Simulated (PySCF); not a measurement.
```xyz
19

F     2.0202    0.6693    1.4943
C     1.9216    1.1875    0.2441
F     2.4750    2.4015    0.2819
O     0.6349    1.3255   -0.1258
C     0.0105    0.2090   -0.7675
C    -0.1834   -0.9564    0.2070
C    -1.1344   -0.5086    1.3277
Si   -2.3226    0.6980    0.4587
C    -1.3647    0.7133   -1.1884
H     2.5024    0.5349   -0.4371
H     0.6347   -0.0893   -1.6322
H     0.7799   -1.3192    0.5981
H    -0.6241   -1.7884   -0.3681
H    -1.6356   -1.3592    1.8114
H    -0.5709    0.0287    2.1056
H    -3.7115    0.1655    0.2959
H    -2.4082    2.0334    1.1197
H    -1.2912    1.6876   -1.6914
H    -1.8202   -0.0020   -1.8913
```

Geometry: PBE0-D3(BJ)/def2-SVP.

All numbers below come from PBE0/pcSseg-1, SCF density, gas phase, non-relativistic (PySCF 2.14.0).

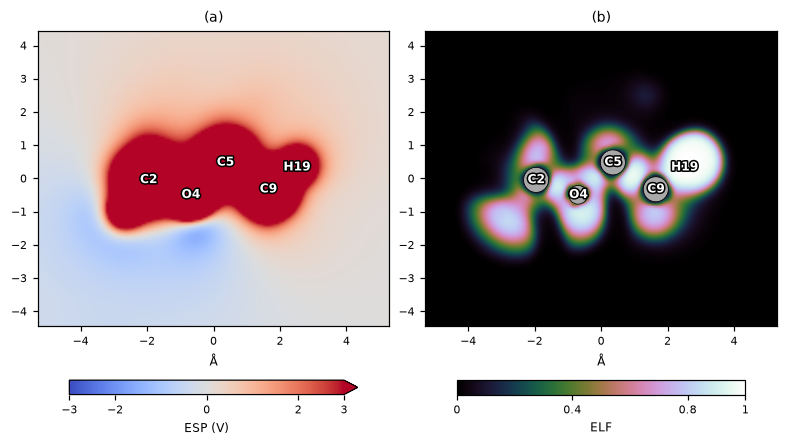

C5H10F2OSi (SMILES FC(F)O[C@H]1CC[SiH2]C1). (a) electrostatic potential; (b) ELF on the plane of atoms O4, C5 and C9. Grey discs cover the atomic cores in the ELF map.

**Read the bonding off the picture.**

The section cuts through C, O and H sites.
C–O (1.35 Å): the ELF peaks at about 0.90 between the atoms; a shared but strongly polarised pair.
C–C (1.52 Å): the ELF peaks at about 0.95 between the atoms: a covalent bond.
C–H (1.10 Å): the ELF climbs to about 1 towards the hydrogen, as it does in any bond to H (an ordinary covalent bond to hydrogen).
C–O (1.43 Å): the ELF peaks at about 0.90 between the atoms, as expected for a shared but strongly polarised pair.
The ELF also peaks beside F3 and O4, away from the bonds: lone-pair regions.
Outside the dense part of the molecule the potential is most negative (−1.5 V) near O4.
